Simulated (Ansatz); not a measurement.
# LaSi2Ru2C, from a guessed structure to a relaxed one

Starting from a made-up structure for LaSi2Ru2C, the aim is the relaxed cell, its shortest contacts and, where a second run follows, its electronic structure.

Method: DFT, PBE, plane-wave PAW, files of the set soft_1, scalar-relativistic, no spin, cell and ions relaxed at zero pressure; PAW set soft_1, in the first sound run; inputs show where later runs differ, in Ansatz 0.2.0.

**1. Starting point**

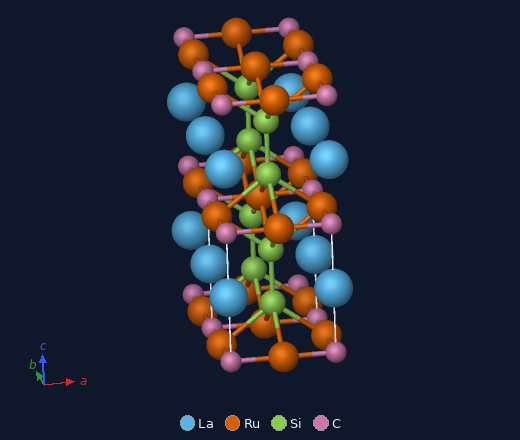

Start, viewed slightly off an axis; lanthanum blue, ruthenium orange, silicon green, carbon pink. 1×2×2 cells are drawn. Some periodic images of atoms are drawn too.

**2. Relaxation of the guess**

The guessed cell has no reason to be at equilibrium. It is relaxed with the atoms, within the space group of the guess.

The input, input.yaml:

```yaml
crystal:
  lattice:
    - [4.158, 0.0, 0.0]
    - [0.0, 4.158, 0.0]
    - [0.0, 0.0, 5.298]
  atoms:
    - { symbol: La, position: [0.0, 0.0, 0.5] }
    - { symbol: Ru, position: [0.0, 0.5, 0.0] }
    - { symbol: Ru, position: [0.5, 0.0, 0.0] }
    - { symbol: Si, position: [0.5, 0.5, 0.291] }
    - { symbol: Si, position: [0.5, 0.5, 0.709] }
    - { symbol: C, position: [0.0, 0.0, 0.0] }
kpoints:
  mp_grid: { grid: [7, 7, 5] }
scf:
  occupations: { method: fermi_dirac, width: 0.05 }
hamiltonian:
  xc: pbe
  pseudopotentials: { kind: paw, azcp: { folder: soft_1 } }
relax:
  f_tol: 0.015
  max_steps: 70
  cell: {}
output:
  forces: true
  stress: true
```

Started as:

```console
$ ansatz run input.yaml --threads 4 --pin off --max-ram 10240MiB --backend cpu --events-out ev --progress --plain --runs-dir out
```

Numbers of over 12 decimals in the logs are rounded to 6 here.

Output:

```text
Engine: ansatz 0.2.0, x86_64-unknown-linux-gnu
Pseudopotentials: kind: paw
Pseudopotential: La, paw, valence charge 11, recommended cutoff 420 eV (normal), soft_1/La.paw.azcp
Pseudopotential: Ru, paw, valence charge 16, recommended cutoff 420 eV (normal), soft_1/Ru.paw.azcp
Pseudopotential: Si, paw, valence charge 4, recommended cutoff 420 eV (normal), soft_1/Si.paw.azcp
Pseudopotential: C, paw, valence charge 4, recommended cutoff 420 eV (normal), soft_1/C.paw.azcp
Functional definition: PBE
  parameter kappa = 0.804
  parameter beta = 0.066725
  exchange = pbe_x(kappa = kappa, mu = beta*pi^2/3)
  correlation = pbe_c(beta = beta)
Crystal: 6 atoms, lattice volume = 91.597 Å³
Basis set: ecut = 420 eV, 1793 PW (Γ), exchange–correlation on 60×60×72 points (8 copies of the dense FFT grid, shifted against one another)
Bands: 34, of which v1, the nominal top of the filled ones, is band 28 counted from 1 (27 counted from 0)
Symmetry: 16 space group operations
Space group: P4/mmm (ITA 123), of the structure as read, at distance tolerance 4.5e-5 Å
k-points: 30 of 245
Non-local potential: La, projectors of the file, l = 0: 3, l = 1: 2, l = 2: 2, l = 3: 3
Non-local potential: Ru, projectors of the file, l = 0: 3, l = 1: 2, l = 2: 2, l = 3: 1
Non-local potential: Si, projectors of the file, l = 0: 2, l = 1: 2, l = 2: 1
Non-local potential: C, projectors of the file, l = 0: 2, l = 1: 2, l = 2: 1
PAW form: soft (Blöchl's): semilocal exchange-correlation on the pseudo side does not see the compensation charge
PAW one-centre angular grid: La, 590 points (default); XC on 64 Gauss nodes
PAW one-centre angular grid: Ru, 590 points (default); XC on 64 Gauss nodes
PAW one-centre angular grid: Si, 110 points (default); XC on 64 Gauss nodes
PAW one-centre angular grid: C, 110 points (default); XC on 64 Gauss nodes
Initial density: superposition of atomic densities (chi_scale 0.1, normalization cell, long waves kept (reshape's long-wave potential 0.00 eV rms))
Initial wavefunctions: pseudopotential atomic-orbital guess
Functional: x = pbe(κ = 0.804, μ = 0.219515), c = pbe(β = 0.066725)
SCF iter   1: F=—  HF=-19550.052399 eV  |F-HF|=—  |Δ(HF+E_count)|=         —  Δρ=4.09e-1  dr2=3.51e2  ethr=3.10e-3  ⟨swp⟩=6.3  Hψ=4171  notcnv=0
preconditioner: auto → Kerker (q_TF=auto, 2.506 Å⁻¹)  [metal: Δε(μ)=0.019 eV  Ē_g=6.872 eV  σ=0.050 eV  W_gap=0.09  n_scr=28 (ndim 8)  ℏωp=23.6 eV  f_vac=0.000  D(μ)=19.96/eV (n_scr^D=370)]
SCF iter   2: F=—  HF=-19535.441205 eV  |F-HF|=—  |Δ(HF+E_count)|=    1.46e1  Δρ=1.50e-1  dr2=4.27e1  ethr=3.10e-3  ⟨swp⟩=3.8  Hψ=2882  notcnv=0
SCF iter   3: F=—  HF=-19534.048077 eV  |F-HF|=—  |Δ(HF+E_count)|=    1.39e0  Δρ=8.04e-2  dr2=1.20e1  ethr=3.10e-3  ⟨swp⟩=3.9  Hψ=1883  notcnv=0
SCF iter   4: F=—  HF=-19533.319264 eV  |F-HF|=—  |Δ(HF+E_count)|=   7.29e-1  Δρ=4.42e-2  dr2=3.19e0  ethr=3.10e-3  ⟨swp⟩=5.2  Hψ=2901  notcnv=0
SCF iter   5: F=—  HF=-19532.965595 eV  |F-HF|=—  |Δ(HF+E_count)|=   3.54e-1  Δρ=2.34e-2  dr2=7.54e-1  ethr=3.10e-3  ⟨swp⟩=5.3  Hψ=2162  notcnv=0  defer=3
SCF iter   6: F=—  HF=-19532.788330 eV  |F-HF|=—  |Δ(HF+E_count)|=   1.77e-1  Δρ=4.64e-3  dr2=2.42e-2  ethr=1.37e-3  ⟨swp⟩=7.2  Hψ=2991  notcnv=0  defer=3
SCF iter   7: F=—  HF=-19532.780730 eV  |F-HF|=—  |Δ(HF+E_count)|=   7.60e-3  Δρ=1.52e-3  dr2=3.92e-3  ethr=4.41e-5  ⟨swp⟩=6.1  Hψ=2440  notcnv=0  defer=9
SCF iter   8: F=—  HF=-19532.780214 eV  |F-HF|=—  |Δ(HF+E_count)|=   5.16e-4  Δρ=9.17e-4  dr2=1.34e-3  ethr=7.12e-6  ⟨swp⟩=3.1  Hψ=1307  notcnv=0  defer=2
SCF iter   9: F=—  HF=-19532.779891 eV  |F-HF|=—  |Δ(HF+E_count)|=   3.24e-4  Δρ=2.85e-4  dr2=1.13e-4  ethr=2.43e-6  ⟨swp⟩=3.0  Hψ=1891  notcnv=0  defer=1
SCF iter  10: F=—  HF=-19532.779853 eV  |F-HF|=—  |Δ(HF+E_count)|=   3.73e-5  Δρ=4.28e-5  dr2=2.85e-6  ethr=2.05e-7  ⟨swp⟩=2.1  Hψ=1776  notcnv=0  defer=1
SCF iter  11: F=—  HF=-19532.779973 eV  |F-HF|=—  |Δ(HF+E_count)|=   1.20e-4  Δρ=7.25e-6  dr2=4.49e-8  ethr=1.82e-10  ⟨swp⟩=4.1  Hψ=5165  notcnv=0
SCF iter  12: F=-19532.779973 eV  HF=-19532.779973 eV  |F-HF|=9.17e-10  |Δ(HF+E_count)|=  7.53e-10  Δρ=1.60e-6  dr2=2.44e-9  ethr=8.17e-11  ⟨swp⟩=3.0  Hψ=3772  notcnv=0
SCF 1 converged in 12 iterations: F = -19532.779973 eV  dr2 = 2.44e-9
  greatest PAW one-centre occupation: 1.000 electrons in one spin orbital (limit 2), on the Ru atom at site 2 (counted from 0), in its partial waves of l = 0
relax step   1: F+E_penalty+E_count = -19532.77997343 eV  Δ(F+E_penalty+E_count) = +0.000e0 eV  max|allowed force component| = 1.242e0 eV/Å  Δτ_max = 0.0000 Å  P = +0.773 GPa  Ω = 91.597 Å³  (12 SCF iters, dr2 threshold 1.00e-7 eV, accepted)
Crystal: 6 atoms, lattice volume = 92.635 Å³
Basis set: ecut = 420 eV, 1819 PW (Γ), exchange–correlation on 60×60×72 points (8 copies of the dense FFT grid, shifted against one another)
Initial density: handed on by an earlier stage of this run
Initial wavefunctions: those handed on with the density
iter 1 solved again at ethr=1.54e-4 eV; its pass at ethr=3.10e-3 eV (dr2=8.48e-2 eV) is discarded
SCF iter   1: F=—  HF=-19532.917022 eV  |F-HF|=—  |Δ(HF+E_count)|=         —  Δρ=8.03e-3  dr2=8.60e-2  ethr=1.54e-4  ⟨swp⟩=1.2  Hψ=6875  notcnv=0
preconditioner: auto → Kerker (q_TF=auto, 2.501 Å⁻¹)  [metal: Δε(μ)=0.041 eV  Ē_g=7.960 eV  σ=0.050 eV  W_gap=0.20  n_scr=28 (ndim 8)  ℏωp=23.5 eV  f_vac=0.000  D(μ)=3.45/eV (n_scr^D=28)]
SCF iter   2: F=—  HF=-19532.903995 eV  |F-HF|=—  |Δ(HF+E_count)|=   1.30e-2  Δρ=4.06e-3  dr2=2.19e-2  ethr=1.54e-4  ⟨swp⟩=2.3  Hψ=1174  notcnv=0
SCF iter   3: F=—  HF=-19532.898463 eV  |F-HF|=—  |Δ(HF+E_count)|=   5.53e-3  Δρ=8.12e-4  dr2=9.90e-4  ethr=3.99e-5  ⟨swp⟩=2.5  Hψ=1716  notcnv=0
SCF iter   4: F=—  HF=-19532.898213 eV  |F-HF|=—  |Δ(HF+E_count)|=   2.50e-4  Δρ=2.17e-4  dr2=4.86e-5  ethr=1.80e-6  ⟨swp⟩=2.1  Hψ=1657  notcnv=0
SCF iter   5: F=—  HF=-19532.898230 eV  |F-HF|=—  |Δ(HF+E_count)|=   1.68e-5  Δρ=4.15e-5  dr2=2.69e-6  ethr=8.83e-8  ⟨swp⟩=2.4  Hψ=1649  notcnv=0
SCF iter   6: F=-19532.898229 eV  HF=-19532.898229 eV  |F-HF|=6.59e-8  |Δ(HF+E_count)|=   1.02e-7  Δρ=9.53e-6  dr2=1.56e-7  ethr=1.09e-9  ⟨swp⟩=4.9  Hψ=4042  notcnv=0
SCF 2 converged in 6 iterations: F = -19532.898229 eV  dr2 = 1.56e-7
  greatest PAW one-centre occupation: 1.000 electrons in one spin orbital (limit 2), on the Ru atom at site 1 (counted from 0), in its partial waves of l = 0
relax step   2: F+E_penalty+E_count = -19532.89822938 eV  Δ(F+E_penalty+E_count) = -1.183e-1 eV  max|allowed force component| = 7.709e-1 eV/Å  Δτ_max = 0.0024 Å  P = -0.489 GPa  Ω = 92.635 Å³  energy of the carried Pulay correction = -8.269e-4 eV  (6 SCF iters, dr2 threshold 6.00e-7 eV, accepted)
Crystal: 6 atoms, lattice volume = 92.500 Å³
Basis set: ecut = 420 eV, 1811 PW (Γ), exchange–correlation on 60×60×72 points (8 copies of the dense FFT grid, shifted against one another)
iter 1 solved again at ethr=9.11e-6 eV; its pass at ethr=3.10e-3 eV (dr2=5.01e-3 eV) is discarded
SCF iter   1: F=—  HF=-19532.927086 eV  |F-HF|=—  |Δ(HF+E_count)|=         —  Δρ=1.92e-3  dr2=5.10e-3  ethr=9.11e-6  ⟨swp⟩=1.9  Hψ=6298  notcnv=0
preconditioner: auto → Kerker (q_TF=auto, 2.502 Å⁻¹)  [metal: Δε(μ)=0.031 eV  Ē_g=7.970 eV  σ=0.050 eV  W_gap=0.16  n_scr=28 (ndim 8)  ℏωp=23.5 eV  f_vac=0.000  D(μ)=3.29/eV (n_scr^D=28)]
SCF iter   2: F=—  HF=-19532.926081 eV  |F-HF|=—  |Δ(HF+E_count)|=   1.01e-3  Δρ=1.08e-3  dr2=2.09e-3  ethr=9.11e-6  ⟨swp⟩=1.0  Hψ=1020  notcnv=0
SCF iter   3: F=—  HF=-19532.925490 eV  |F-HF|=—  |Δ(HF+E_count)|=   5.91e-4  Δρ=1.85e-4  dr2=3.92e-5  ethr=3.80e-6  ⟨swp⟩=2.0  Hψ=1456  notcnv=0
SCF iter   4: F=—  HF=-19532.925504 eV  |F-HF|=—  |Δ(HF+E_count)|=   1.42e-5  Δρ=5.29e-5  dr2=4.92e-6  ethr=7.12e-8  ⟨swp⟩=2.4  Hψ=1764  notcnv=0
iter 5 did not close the SCF: its close was put off for the readings that it lacked (scf_convergence_deferred on its scf_iter line)
SCF iter   5: F=-19532.925503 eV  HF=-19532.925503 eV  |F-HF|=6.50e-8  |Δ(HF+E_count)|=   6.22e-7  Δρ=1.39e-5  dr2=2.03e-7  ethr=8.95e-9  ⟨swp⟩=2.3  Hψ=1471  notcnv=0
SCF iter   6: F=-19532.925503 eV  HF=-19532.925503 eV  |F-HF|=1.99e-9  |Δ(HF+E_count)|=   9.62e-9  Δρ=3.63e-6  dr2=1.44e-8  ethr=3.68e-10  ⟨swp⟩=2.7  Hψ=3919  notcnv=0
SCF 3 converged in 6 iterations: F = -19532.925503 eV  dr2 = 1.44e-8
relax step   3: F+E_penalty+E_count = -19532.92550302 eV  Δ(F+E_penalty+E_count) = -2.727e-2 eV  max|allowed force component| = 3.838e-1 eV/Å  Δτ_max = 0.0201 Å  P = -0.384 GPa  Ω = 92.500 Å³  energy of the carried Pulay correction = -7.194e-4 eV  (6 SCF iters, dr2 threshold 6.00e-7 eV, accepted)
Crystal: 6 atoms, lattice volume = 92.274 Å³
iter 1 solved again at ethr=3.47e-6 eV; its pass at ethr=3.10e-3 eV (dr2=1.91e-3 eV) is discarded
SCF iter   1: F=—  HF=-19532.933795 eV  |F-HF|=—  |Δ(HF+E_count)|=         —  Δρ=1.18e-3  dr2=2.16e-3  ethr=3.47e-6  ⟨swp⟩=3.0  Hψ=5660  notcnv=0
preconditioner: auto → Kerker (q_TF=auto, 2.503 Å⁻¹)  [metal: Δε(μ)=0.049 eV  Ē_g=7.990 eV  σ=0.050 eV  W_gap=0.23  n_scr=28 (ndim 8)  ℏωp=23.5 eV  f_vac=0.000  D(μ)=3.32/eV (n_scr^D=28)]
SCF iter   2: F=—  HF=-19532.933349 eV  |F-HF|=—  |Δ(HF+E_count)|=   4.46e-4  Δρ=6.67e-4  dr2=8.57e-4  ethr=3.47e-6  ⟨swp⟩=1.2  Hψ=1030  notcnv=0
SCF iter   3: F=—  HF=-19532.933086 eV  |F-HF|=—  |Δ(HF+E_count)|=   2.63e-4  Δρ=1.07e-4  dr2=1.76e-5  ethr=1.56e-6  ⟨swp⟩=2.0  Hψ=1459  notcnv=0
SCF iter   4: F=—  HF=-19532.933090 eV  |F-HF|=—  |Δ(HF+E_count)|=   4.27e-6  Δρ=3.62e-5  dr2=2.18e-6  ethr=3.19e-8  ⟨swp⟩=2.0  Hψ=1768  notcnv=0
iter 5 did not close the SCF: its close was put off for the readings that it lacked (scf_convergence_deferred on its scf_iter line)
SCF iter   5: F=-19532.933090 eV  HF=-19532.933090 eV  |F-HF|=3.13e-8  |Δ(HF+E_count)|=   2.84e-7  Δρ=9.52e-6  dr2=9.82e-8  ethr=3.96e-9  ⟨swp⟩=2.1  Hψ=1421  notcnv=0
SCF iter   6: F=-19532.933090 eV  HF=-19532.933090 eV  |F-HF|=1.12e-9  |Δ(HF+E_count)|=   1.39e-8  Δρ=1.94e-6  dr2=4.79e-9  ethr=1.79e-10  ⟨swp⟩=2.7  Hψ=3466  notcnv=0
SCF 4 converged in 6 iterations: F = -19532.933090 eV  dr2 = 4.79e-9
relax step   4: F+E_penalty+E_count = -19532.93309004 eV  Δ(F+E_penalty+E_count) = -7.587e-3 eV  max|allowed force component| = 5.173e-2 eV/Å  Δτ_max = 0.0167 Å  P = +0.138 GPa  Ω = 92.274 Å³  energy of the carried Pulay correction = -5.399e-4 eV  (6 SCF iters, dr2 threshold 6.00e-7 eV, accepted)
Crystal: 6 atoms, lattice volume = 92.386 Å³
iter 1 solved again at ethr=1.16e-6 eV; its pass at ethr=3.10e-3 eV (dr2=6.38e-4 eV) is discarded
SCF iter   1: F=—  HF=-19532.933375 eV  |F-HF|=—  |Δ(HF+E_count)|=         —  Δρ=5.18e-4  dr2=6.68e-4  ethr=1.16e-6  ⟨swp⟩=3.0  Hψ=5718  notcnv=0
preconditioner: auto → Kerker (q_TF=auto, 2.502 Å⁻¹)  [metal: Δε(μ)=0.054 eV  Ē_g=7.987 eV  σ=0.050 eV  W_gap=0.25  n_scr=28 (ndim 8)  ℏωp=23.5 eV  f_vac=0.000  D(μ)=3.36/eV (n_scr^D=28)]
SCF iter   2: F=—  HF=-19532.933304 eV  |F-HF|=—  |Δ(HF+E_count)|=   7.14e-5  Δρ=2.28e-4  dr2=1.60e-4  ethr=1.16e-6  ⟨swp⟩=1.0  Hψ=1020  notcnv=0
SCF iter   3: F=—  HF=-19532.933271 eV  |F-HF|=—  |Δ(HF+E_count)|=   3.21e-5  Δρ=6.55e-5  dr2=1.35e-5  ethr=2.91e-7  ⟨swp⟩=2.0  Hψ=1267  notcnv=0
iter 4 did not close the SCF: its close was put off for the readings that it lacked (scf_convergence_deferred on its scf_iter line)
SCF iter   4: F=-19532.933269 eV  HF=-19532.933269 eV  |F-HF|=1.57e-7  |Δ(HF+E_count)|=   2.48e-6  Δρ=1.48e-5  dr2=2.39e-7  ethr=2.46e-8  ⟨swp⟩=2.0  Hψ=1569  notcnv=0
iter 5 did not close the SCF: its close was put off for the readings that it lacked (scf_convergence_deferred on its scf_iter line)
SCF iter   5: F=-19532.933269 eV  HF=-19532.933269 eV  |F-HF|=6.10e-9  |Δ(HF+E_count)|=   7.21e-8  Δρ=3.09e-6  dr2=1.01e-8  ethr=4.34e-10  ⟨swp⟩=2.0  Hψ=1788  notcnv=0
SCF iter   6: F=-19532.933269 eV  HF=-19532.933269 eV  |F-HF|=4.51e-10  |Δ(HF+E_count)|=   1.61e-9  Δρ=6.96e-7  dr2=5.94e-10  ethr=1.84e-11  ⟨swp⟩=2.0  Hψ=3032  notcnv=0
SCF 5 converged in 6 iterations: F = -19532.933269 eV  dr2 = 5.94e-10
relax step   5: F+E_penalty+E_count = -19532.93326885 eV  Δ(F+E_penalty+E_count) = -1.788e-4 eV  max|allowed force component| = 1.577e-3 eV/Å  Δτ_max = 0.0027 Å  P = -0.024 GPa  Ω = 92.386 Å³  energy of the carried Pulay correction = -6.291e-4 eV  (6 SCF iters, dr2 threshold 3.34e-7 eV, accepted)
Basis set: ecut = 420 eV, 1811 PW (Γ), exchange–correlation on 60×60×80 points (8 copies of the dense FFT grid, shifted against one another)
Initial wavefunctions: pseudopotential atomic-orbital guess (no wavefunctions were taken with the density)
iter 1 solved again at ethr=4.99e-7 eV; its pass at ethr=3.10e-3 eV (dr2=2.75e-4 eV) is discarded
SCF iter   1: F=—  HF=-19532.933930 eV  |F-HF|=—  |Δ(HF+E_count)|=         —  Δρ=1.82e-4  dr2=1.09e-6  ethr=4.99e-7  ⟨swp⟩=3.0  Hψ=6923  notcnv=0
preconditioner: auto → Kerker (q_TF=auto, 2.502 Å⁻¹)  [metal: Δε(μ)=0.049 eV  Ē_g=7.985 eV  σ=0.050 eV  W_gap=0.23  n_scr=28 (ndim 8)  ℏωp=23.5 eV  f_vac=0.000  D(μ)=3.36/eV (n_scr^D=28)]
SCF iter   2: F=—  HF=-19532.934082 eV  |F-HF|=—  |Δ(HF+E_count)|=   1.52e-4  Δρ=9.30e-5  dr2=2.90e-7  ethr=1.99e-9  ⟨swp⟩=2.1  Hψ=1850  notcnv=0
SCF iter   3: F=—  HF=-19532.934108 eV  |F-HF|=—  |Δ(HF+E_count)|=   2.61e-5  Δρ=2.54e-6  dr2=2.55e-9  ethr=5.27e-10  ⟨swp⟩=2.1  Hψ=1556  notcnv=0
SCF iter   4: F=—  HF=-19532.934108 eV  |F-HF|=—  |Δ(HF+E_count)|=   3.66e-9  Δρ=8.14e-7  dr2=3.84e-10  ethr=4.64e-12  ⟨swp⟩=2.1  Hψ=1640  notcnv=0
iter 5 did not close the SCF: its close was put off for the readings that it lacked (scf_convergence_deferred on its scf_iter line)
SCF iter   5: F=-19532.934108 eV  HF=-19532.934108 eV  |F-HF|=1.09e-11  |Δ(HF+E_count)|=  6.00e-10  Δρ=8.64e-8  dr2=2.05e-11  ethr=1.00e-12  ⟨swp⟩=2.2  Hψ=1543  notcnv=0
SCF iter   6: F=-19532.934108 eV  HF=-19532.934108 eV  |F-HF|=3.64e-12  |Δ(HF+E_count)|=  3.64e-12  Δρ=2.82e-8  dr2=8.12e-13  ethr=1.00e-12  ⟨swp⟩=3.0  Hψ=3753  notcnv=0
SCF 6 converged in 6 iterations: F = -19532.934108 eV  dr2 = 8.12e-13
relax step   6: F+E_penalty+E_count = -19532.93410794 eV  Δ(F+E_penalty+E_count) = -8.391e-4 eV  max|allowed force component| = 1.217e-3 eV/Å  Δτ_max = 0.0000 Å  P = -0.007 GPa  Ω = 92.386 Å³  stress off target by 2.95e-2 GPa  SCF on the basis re-selected at this cell (its energy is not comparable with the rows above)  (6 SCF iters)
basis re-selected at this cell: Δ(F+E_penalty+E_count) = -8.391e-4 eV, ΔP = +0.017 GPa vs the last step (what re-selecting the basis moved, of the pressure what is left beyond the Pulay correction that the steps carried, after the strain that the cell walked since its last selection, with what the two solves' SCF thresholds leave and, on support functions, any second-order correction that the steps lacked; it is no measure of the basis error at this ecutwfc). The dense FFT grid was sized anew with the basis: this SCF ran on 30×30×40 points, the steps before it on 30×30×36, so part of this shift can come from that change (see relax.cell in the input reference). [rest of the remark cut]
SCF converged after 6 iterations
Free energy (F): -19532.934108 eV
Harris-Foulkes:  -19532.934108 eV  (|F-HF|=3.64e-12)
Internal energy: -19532.906632 eV  (E = F + TS)
E sigma→0 (E₀):  -19532.920370 eV
Entropy (-TS):   -0.027476 eV (-4.579 meV/atom)
Fermi energy:    15.429671 eV
--- Per-component energies (eV) ---
  E_band       = -263.365352
  E_kinetic    = 1279.584596
  E_local      = -4831.029429  (includes V_loc(G=0)·N_el)
  E_nonlocal   = 981.509059
  E_hartree    = 1848.488394
  E_xc         = -645.848649
  E_vxc        = -732.690145  (∫ρ·V_xc dr)
  E_paw        = -13543.502378  (= ΣΔE_a)
  E_vpaw       = -657.717595  (= ΣTr[D̂ρ^β])
  E_aug_tail   = 0.001382  (compensation charges beyond the density's cutoff)
  E_ewald      = -4622.109607
  E_smearing   = -0.027476  (= −TS)
  E_closure    = 0.000000  (closes the sum)
  Σ components = -19532.934108   (vs F -19532.934108, Δ=0.00e0)
--- Forces (eV/Å), atoms counted from 1 ---
  atom   1  La     0.00000000    -0.00000000     0.00000000
  atom   2  Ru    -0.00000000     0.00000000     0.00000000
  atom   3  Ru    -0.00000000     0.00000000     0.00000000
  atom   4  Si    -0.00000000    -0.00000000     0.00121716
  atom   5  Si     0.00000000     0.00000000    -0.00121716
  atom   6  C      0.00000000     0.00000000     0.00000000
  max |Σ_I F_I| component: 2.17e-19 eV/Å
--- Stress (GPa, compression-positive) ---
       -0.025439      -0.000000      -0.000000
       -0.000000      -0.025439       0.000000
       -0.000000       0.000000       0.029504
  P = ⅓ Tr σ = -0.0071 GPa (-0.071 kbar)
--- Relaxed structure (5 steps of the walk, 5 accepted, 1 SCFs on fresh bases) ---
  F+E_penalty+E_count = -19532.93410794 eV   max|allowed force component| = 1.217e-3 eV/Å   (the final SCF, on the basis selected at the relaxed cell)
  cell:  # Å, volume = 92.3860 Å³
    - [4.107101, 0, 0]
    - [0, 4.107101, 0]
    - [0, 0, 5.476910]
  atoms:
    - { symbol: La, position: [0, 0, 0.500000] }
    - { symbol: Ru, position: [0, 0.5, -1.0914329155510303e-19] }
    - { symbol: Ru, position: [0.5, 0, -1.0914329155510303e-19] }
    - { symbol: Si, position: [0.5, 0.5, 0.283980] }
    - { symbol: Si, position: [0.5, 0.5, 0.716020] }
    - { symbol: C, position: [0, 0, -1.0914329155510303e-19] }
```

Elapsed: 8.8 s, on 4 threads of Intel Xeon Platinum 8488C (Sapphire Rapids), shared host; peak memory 0.55 GiB; 29 s of CPU time.

(Continued in part 2 of 2.)

[Logs are printed without paths, hosts, clocks, repeated set-up lines and the standing remarks that a program may print on its own settings, such as how far it seeks lower states.]

[Hosts, paths, dates, database ids (printed as entryN), source tags and the programs' standing remarks are cut or masked in the printed files.]
